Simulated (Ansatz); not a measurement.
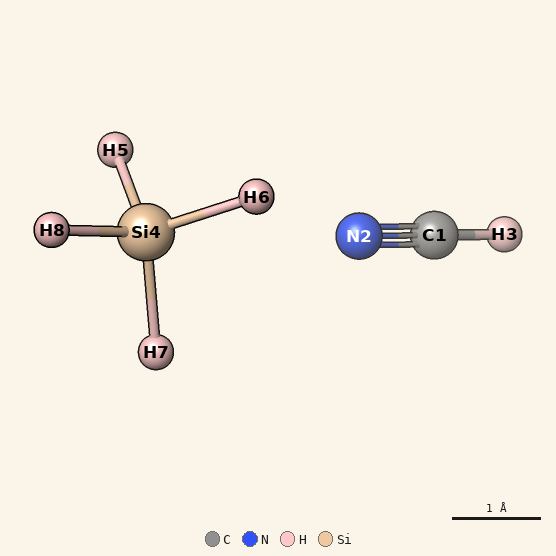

Orthographic view. Distant atoms are faded towards the background colour. The geometry was computed by an optimisation with PBE0-D4/def2-TZVP.

Write the connection table.

C1: N2, H3
N2: C1
H3: C1
Si4: H5, H6, H7, H8
H5: Si4
H6: Si4
H7: Si4
H8: Si4
